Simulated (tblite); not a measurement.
## Geometry relaxation of C$_{2}$H$_{9}$BrOSi$_{2}$ (part 3 of 3)

Continued. System: C$_{2}$H$_{9}$BrOSi$_{2}$. Method: GFN2-xTB geometry optimisation, gas phase (tblite 0.8.0). It belongs to a series of runs on one base structure; here: constitutional isomer.

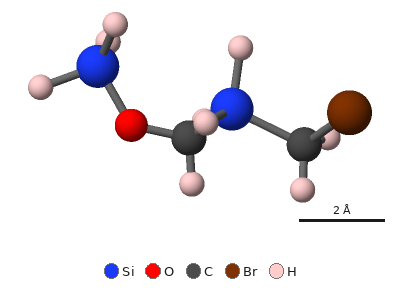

The geometry at step 144 of the log (ball-and-stick view, seen at a tilt).

## Trajectory as extended XYZ, continued
```
15
Properties=species:S:1:pos:R:3:forces:R:3 step=123 energy=-558.34031
Si    2.7487    0.0258    0.1797    0.0070   0.0040  -0.0060
O     1.6445   -0.1810   -0.9810    0.0020  -0.0030  -0.0050
C     0.3194   -0.6292   -0.9162    0.0000   0.0140  -0.0140
Si   -0.8075    0.5050    0.1273   -0.0050   0.0030  -0.0020
C    -2.6049   -0.0006   -0.2720   -0.0060  -0.0030   0.0050
Br   -3.7776    0.9289    0.9760   -0.0100   0.0130  -0.0110
H     3.8818    0.3856   -0.6556   -0.0120   0.0030   0.0070
H     2.9544   -1.2063    0.9466    0.0020  -0.0100   0.0060
H     2.3371    1.0773    1.1154    0.0040  -0.0010   0.0060
H     0.3040   -1.6518   -0.5174    0.0030   0.0040  -0.0060
H    -0.0369   -0.6864   -1.9515    0.0050  -0.0040   0.0080
H    -0.6434    1.9134   -0.2370    0.0020  -0.0020  -0.0010
H    -0.5890    0.2908    1.5605    0.0150  -0.0070   0.0020
H    -2.8066   -1.0607   -0.1416   -0.0010  -0.0040   0.0050
H    -2.9285    0.2972   -1.2662   -0.0060  -0.0080   0.0060
15
Properties=species:S:1:pos:R:3:forces:R:3 step=128 energy=-558.34105
Si    2.7613    0.0154    0.1753   -0.0060   0.0360   0.0110
O     1.6383   -0.1543   -0.9741   -0.0060   0.0060   0.0170
C     0.3201   -0.6232   -0.9025    0.0100  -0.0010  -0.0020
Si   -0.8198    0.5117    0.1274    0.0150  -0.0020  -0.0100
C    -2.6157   -0.0014   -0.2709   -0.0060   0.0020   0.0020
Br   -3.8105    0.9450    0.9440    0.0130   0.0110   0.0030
H     3.8744    0.4250   -0.6624    0.0060  -0.0030  -0.0090
H     2.9905   -1.2467    0.8848   -0.0020  -0.0020   0.0070
H     2.3654    1.0304    1.1596   -0.0030  -0.0340  -0.0080
H     0.3210   -1.6395   -0.4888   -0.0040  -0.0030  -0.0060
H    -0.0333   -0.7011   -1.9366   -0.0120   0.0000  -0.0070
H    -0.6521    1.9144   -0.2526   -0.0050   0.0200  -0.0030
H    -0.5969    0.3118    1.5613    0.0040  -0.0070   0.0160
H    -2.8160   -1.0597   -0.1256   -0.0020  -0.0060   0.0060
H    -2.9309    0.2802   -1.2721   -0.0020  -0.0170  -0.0170
15
Properties=species:S:1:pos:R:3:forces:R:3 step=133 energy=-558.34159
Si    2.7639    0.0162    0.1755    0.0060  -0.0060  -0.0040
O     1.6326   -0.1368   -0.9677    0.0110  -0.0010  -0.0120
C     0.3208   -0.6228   -0.8992   -0.0120   0.0080   0.0030
Si   -0.8231    0.5135    0.1239   -0.0030   0.0050   0.0040
C    -2.6204   -0.0009   -0.2705    0.0070  -0.0070  -0.0030
Br   -3.8151    0.9594    0.9335    0.0150   0.0130  -0.0050
H     3.8675    0.4434   -0.6667   -0.0010   0.0020   0.0050
H     3.0011   -1.2593    0.8585    0.0050  -0.0060   0.0020
H     2.3725    1.0023    1.1877   -0.0080   0.0010   0.0030
H     0.3314   -1.6372   -0.4816   -0.0030   0.0000  -0.0020
H    -0.0316   -0.7082   -1.9333    0.0030   0.0040  -0.0040
H    -0.6514    1.9150   -0.2636   -0.0130  -0.0060   0.0090
H    -0.5974    0.3147    1.5588   -0.0050   0.0050  -0.0030
H    -2.8212   -1.0575   -0.1118    0.0010  -0.0030   0.0050
H    -2.9341    0.2662   -1.2767   -0.0020  -0.0090   0.0030
15
Properties=species:S:1:pos:R:3:forces:R:3 step=138 energy=-558.34261
Si    2.7858   -0.0014    0.1650    0.0100  -0.0080   0.0270
O     1.6211   -0.0812   -0.9517   -0.0020  -0.0080  -0.0030
C     0.3227   -0.6042   -0.8777    0.0050  -0.0150  -0.0140
Si   -0.8438    0.5245    0.1283    0.0050  -0.0130  -0.0110
C    -2.6348   -0.0150   -0.2673    0.0170   0.0050  -0.0020
Br   -3.8418    1.0207    0.8616    0.0170  -0.0110  -0.0100
H     3.8569    0.5188   -0.6664   -0.0050  -0.0010   0.0000
H     3.0634   -1.3251    0.7324    0.0060  -0.0050  -0.0090
H     2.4092    0.8838    1.2716   -0.0100   0.0110   0.0010
H     0.3581   -1.6136   -0.4510    0.0010   0.0020   0.0160
H    -0.0243   -0.7117   -1.9111   -0.0170   0.0180  -0.0170
H    -0.6830    1.9185   -0.2887   -0.0180   0.0050   0.0150
H    -0.6203    0.3565    1.5682   -0.0130   0.0040  -0.0210
H    -2.8438   -1.0612   -0.0543    0.0070   0.0320   0.0090
H    -2.9299    0.1987   -1.2922   -0.0040  -0.0160   0.0180
15
Properties=species:S:1:pos:R:3:forces:R:3 step=144 energy=-558.34410
Si    2.7812   -0.0060    0.1749   -0.0020  -0.0010  -0.0070
O     1.6274   -0.0826   -0.9539    0.0120   0.0080   0.0010
C     0.3266   -0.6010   -0.8955    0.0000   0.0130   0.0020
Si   -0.8400    0.5210    0.1175    0.0020   0.0070  -0.0080
C    -2.6318   -0.0215   -0.2573   -0.0110  -0.0060   0.0000
Br   -3.8182    1.0685    0.8396   -0.0020  -0.0040   0.0010
H     3.8467    0.5449   -0.6434    0.0040   0.0030   0.0050
H     3.0769   -1.3357    0.7158    0.0060  -0.0190   0.0040
H     2.3846    0.8515    1.2962   -0.0080   0.0100  -0.0020
H     0.3556   -1.6133   -0.4751   -0.0080  -0.0070  -0.0040
H    -0.0142   -0.6955   -1.9326   -0.0090   0.0060   0.0030
H    -0.7129    1.9229   -0.2839    0.0210   0.0010  -0.0110
H    -0.6033    0.3544    1.5544   -0.0100  -0.0060   0.0050
H    -2.8512   -1.0552   -0.0027    0.0090   0.0020   0.0090
H    -2.9317    0.1555   -1.2872   -0.0030  -0.0070   0.0020
15
Properties=species:S:1:pos:R:3:forces:R:3 step=149 energy=-558.34467
Si    2.7787   -0.0084    0.1781   -0.0100  -0.0040   0.0160
O     1.6317   -0.0862   -0.9569   -0.0190  -0.0120  -0.0160
C     0.3268   -0.5943   -0.9018    0.0030  -0.0160  -0.0070
Si   -0.8374    0.5231    0.1152   -0.0010   0.0080   0.0170
C    -2.6290   -0.0260   -0.2532    0.0070   0.0080   0.0000
Br   -3.8109    1.0762    0.8360   -0.0100  -0.0070  -0.0010
H     3.8477    0.5403   -0.6359    0.0190   0.0040  -0.0010
H     3.0728   -1.3361    0.7285   -0.0030   0.0080  -0.0050
H     2.3681    0.8585    1.2873    0.0060   0.0000   0.0080
H     0.3463   -1.6104   -0.4894    0.0060  -0.0030  -0.0080
H    -0.0176   -0.6781   -1.9383    0.0080   0.0010  -0.0180
H    -0.7014    1.9244   -0.2846    0.0010   0.0010  -0.0030
H    -0.6029    0.3444    1.5513   -0.0070   0.0090   0.0050
H    -2.8449   -1.0571    0.0148    0.0060   0.0060   0.0080
H    -2.9322    0.1378   -1.2842   -0.0050  -0.0030   0.0030
15
Properties=species:S:1:pos:R:3:forces:R:3 step=154 energy=-558.34510
Si    2.7734   -0.0090    0.1832    0.0040   0.0060  -0.0160
O     1.6337   -0.0887   -0.9598    0.0070   0.0050   0.0050
C     0.3273   -0.5938   -0.9129   -0.0050   0.0020   0.0010
Si   -0.8343    0.5219    0.1125   -0.0020  -0.0020  -0.0020
C    -2.6285   -0.0267   -0.2445    0.0060   0.0000  -0.0010
Br   -3.8098    1.0931    0.8278    0.0010  -0.0080  -0.0020
H     3.8482    0.5498   -0.6178   -0.0020   0.0030   0.0000
H     3.0768   -1.3382    0.7219   -0.0080  -0.0100   0.0110
H     2.3536    0.8482    1.2965    0.0010  -0.0030   0.0040
H     0.3441   -1.6139   -0.5106   -0.0030  -0.0010  -0.0060
H    -0.0131   -0.6658   -1.9520    0.0000   0.0000  -0.0010
H    -0.7004    1.9223   -0.2919    0.0050   0.0000   0.0030
H    -0.5983    0.3428    1.5485    0.0010   0.0120  -0.0040
H    -2.8426   -1.0528    0.0433   -0.0040   0.0030  -0.0010
H    -2.9344    0.1188   -1.2776   -0.0010  -0.0050   0.0080
15
Properties=species:S:1:pos:R:3:forces:R:3 step=159 energy=-558.34525
Si    2.7731   -0.0115    0.1824   -0.0010   0.0010   0.0040
O     1.6337   -0.0850   -0.9610    0.0000  -0.0010  -0.0040
C     0.3265   -0.5889   -0.9172    0.0040   0.0030  -0.0020
Si   -0.8335    0.5237    0.1132    0.0030   0.0000  -0.0030
C    -2.6263   -0.0303   -0.2404   -0.0050  -0.0040   0.0010
Br   -3.8125    1.1014    0.8133   -0.0010  -0.0010   0.0040
H     3.8486    0.5521   -0.6141   -0.0020  -0.0030  -0.0020
H     3.0717   -1.3429    0.7201   -0.0040  -0.0020  -0.0010
H     2.3520    0.8409    1.2989    0.0020   0.0010   0.0050
H     0.3418   -1.6113   -0.5207   -0.0010  -0.0020   0.0020
H    -0.0131   -0.6563   -1.9569   -0.0010   0.0060   0.0000
H    -0.6982    1.9254   -0.2862   -0.0020  -0.0030  -0.0030
H    -0.5962    0.3446    1.5488    0.0030   0.0070   0.0010
H    -2.8403   -1.0522    0.0618    0.0020  -0.0050   0.0020
H    -2.9318    0.0984   -1.2755    0.0030   0.0030  -0.0050
```

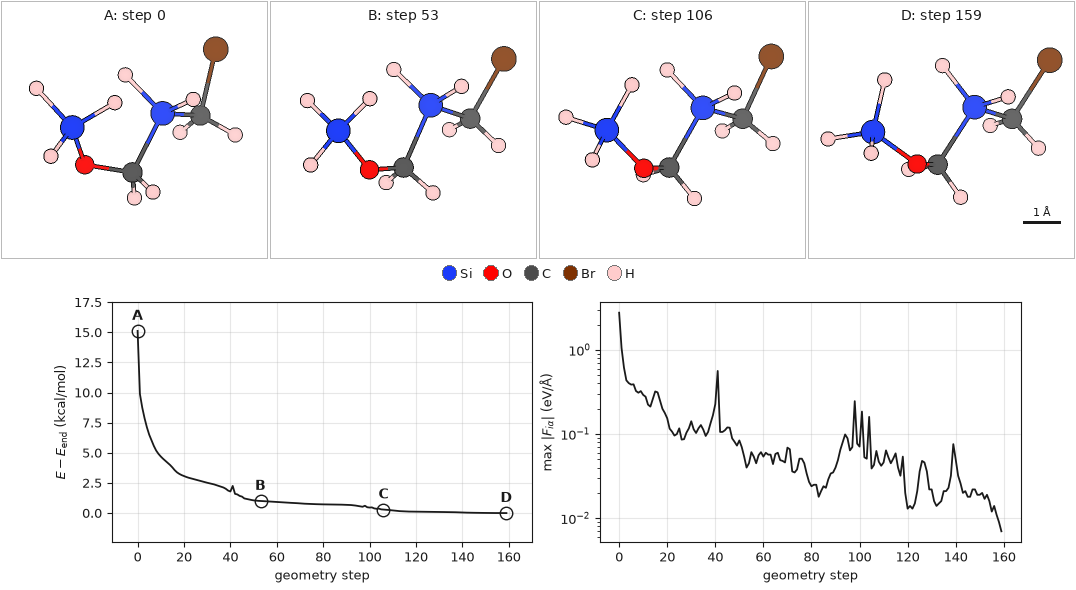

Frames of the relaxation (ball-and-stick view, seen at a tilt) above the curves, on which the letters mark them (steps are counted from 0).

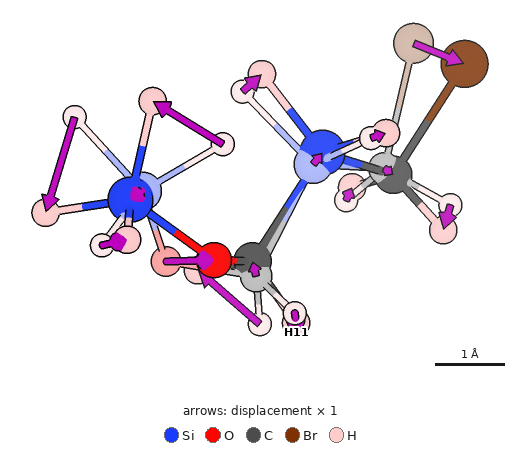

Start (faint) and end (solid) with the displacements as pink arrows, at true length (ball-and-stick view, seen at a tilt). The two geometries are laid on each other by the best rigid fit. The largest move after the best rigid fit is that of H8, 1.46 Å. Largest moves by element: H 1.46 Å, O 1.19 Å, Br 0.80 Å, Si 0.34 Å, C 0.23 Å. Distances before and after: Si1–O2 1.701 → 1.616 Å, C3–Si4 1.858 → 1.909 Å, O2–C3 1.353 → 1.402 Å, Si4–C5 1.868 → 1.909 Å. Among the angles that change: Si1–O2–C3 116.2° → 130.7°, O2–Si1–H7 109.6° → 98.7°, O2–C3–H11 115.0° → 106.3°. The energy falls by 15.1 kcal/mol in 159 geometry steps. The largest force component goes from 2.8 to 0.007 eV/Å. (Atoms are counted from 1 in the order of the input.)

This output came from the following input.

## Input
```
{"job": {"kind": "relax", "xc": "GFN2-xTB", "basis": "xTB"}, "charge": 0, "multiplicity": 1}
Si     2.448200     0.001500     0.294800
O      1.418400    -1.127200    -0.453600
C      0.369700    -0.616600    -1.140100
Si    -0.697600     0.377900     0.011000
C     -2.510200    -0.051100    -0.135300
Br    -3.418800     0.713500     1.384300
H      3.754100     0.010800    -0.389200
H      2.722800    -0.307600     1.729900
H      1.957000     1.378400     0.269700
H     -0.200600    -1.485500    -1.577300
H      0.643300    -0.003700    -2.028600
H     -0.512500     1.797100    -0.263600
H     -0.332900     0.091200     1.428100
H     -2.679800    -1.154800    -0.114400
H     -2.965700     0.383900    -1.048800
```

The first line tells a small driver script what to run in tblite; the rest is the geometry in Å.

Launch command:
```bash
OMP_NUM_THREADS=1 python <driver script> task.json out
```

## Key numbers

| quantity | value |
| --- | --- |
| outcome | converged |
| total energy | −558.3452 eV |
| hardware | 1 CPU thread, shared host |
| wall time | 2.1 s |
| peak memory | 0.18 GiB |
